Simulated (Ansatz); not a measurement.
# C₂H₈GeO₂Si: up Jacob's ladder to CCSD(T)

How much do the methods differ for C₂H₈GeO₂Si? The plan is to run it at one geometry with functionals of several rungs and with coupled cluster. The yardstick is the atomisation energy at the CCSD(T) limit.

Program: Ansatz 0.2.0, Gaussian basis. Level of theory: functionals in def2-TZVPP, the program's frozen cores in correlated methods. These are calculated values, not measurements.

Plan: PBE-D4, r2SCAN-D4, PBE0-D4, B3LYP-D4, ωB97X-V, ωB97M-V, B2PLYP; CCSD(T)/def2-TZVPP; MP2/def2-QZVPP; extrapolation to the limit.

## Step 1: The geometry

The geometry comes from an earlier relaxation with PBE0-D4 in a triple-zeta def2 set; it is a stationary point, not always the lowest conformer.

SMILES `O[SiH2]/C=[CH]\[GeH2][OH]`, 14 atoms, charge 0, spin multiplicity 1.

Atoms are counted from 1 here; the program's logs count them from 0.

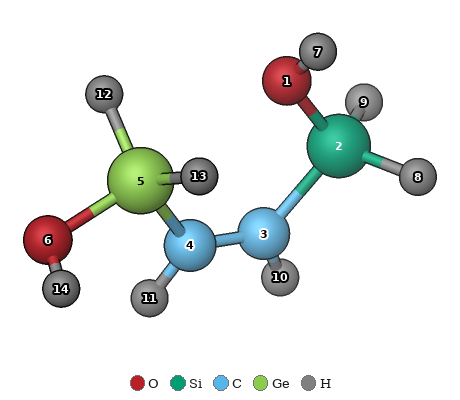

The geometry (oxygen red, silicon teal, carbon blue, germanium green, hydrogen grey); atoms are numbered from 1 in the order of the file.

## Step 2: PBE-D4 (GGA)

Contents of in.yaml:

```yaml
crystal:
  periodic: [false, false, false]
  atoms:
    - {symbol: O, position_ang: [-0.945487, 0.684928, 1.507809]}
    - {symbol: Si, position_ang: [-0.647844, 1.909154, 0.436170]}
    - {symbol: C, position_ang: [-0.072625, 1.076211, -1.112490]}
    - {symbol: C, position_ang: [0.242500, -0.218186, -1.198043]}
    - {symbol: Ge, position_ang: [0.251058, -1.585859, 0.199210]}
    - {symbol: O, position_ang: [0.960129, -3.031221, -0.594280]}
    - {symbol: H, position_ang: [-0.763622, 0.833902, 2.435659]}
    - {symbol: H, position_ang: [0.379926, 2.835513, 0.991733]}
    - {symbol: H, position_ang: [-1.877774, 2.703021, 0.170406]}
    - {symbol: H, position_ang: [-0.008724, 1.682006, -2.018388]}
    - {symbol: H, position_ang: [0.548244, -0.618602, -2.166269]}
    - {symbol: H, position_ang: [-1.138623, -2.067629, 0.617703]}
    - {symbol: H, position_ang: [1.157430, -1.219703, 1.390802]}
    - {symbol: H, position_ang: [1.915421, -2.983536, -0.660013]}
basis:
  gaussian: {orbitals: def2-TZVPP}
hamiltonian: {xc: pbe, dispersion: d4}
output: {forces: true, orbitals: {seedname: orbitals}}
```

The run is started by

```sh
$ ansatz run in.yaml --threads 2 --pin off --events-out ev --progress --plain --max-ram 22528MiB --backend cuda --devices 0, --max-vram 18GiB
```

Further steps of the session: r2SCAN-D4 (meta-GGA); PBE0-D4 (hybrid); B3LYP-D4 (hybrid); ωB97X-V (range-separated); ωB97M-V (range-separated); B2PLYP (double hybrid); CCSD(T) in def2-TZVPP; MP2 in def2-QZVPP.

Q: Predict the results of all the runs planned. Wanted: atomisation energy, CCSD(T)/CBS; farthest; mean size of error, hybrid; mean size of error, range-separated; gap, smallest and largest; T1 diagnostic; triples share of the correlation energy.

**Answer**, as computed:

| quantity | value |
| --- | --- |
| atomisation energy, CCSD(T)/CBS | 52.931 eV |
| functionals within 0.529 eV (1.0 %) | PBE-D4, r2SCAN-D4, B3LYP-D4, ωB97X-V, ωB97M-V |
| farthest | B2PLYP (-0.886 eV) |
| mean size of error, hybrid | 0.522 eV |
| mean size of error, range-separated | 0.154 eV |
| gap, smallest and largest | 4.48 eV (PBE-D4), 11.46 eV (ωB97X-V) |
| T1 diagnostic | 0.0119 |
| triples share of the correlation energy | 3.8 % |

What this shows: PBE-D4 is off by +0.325 eV. Double hybrids carry the basis error of their MP2 part in triple zeta, and no dispersion term here, so their miss is partly the set-up's. Misses under about 0.529 eV are within the doubt on the reference itself, which lacks core-valence correlation, relativity and higher excitations, and its outer-core shells are covered unevenly. Hartree-Fock recovers 72 % of the binding; the rest is correlation. The gap grows from 4.5 to 11.5 eV across the functionals, mostly with the share of exact exchange. Correlated methods include outer-core shells of Ge, which these sets cover unevenly.
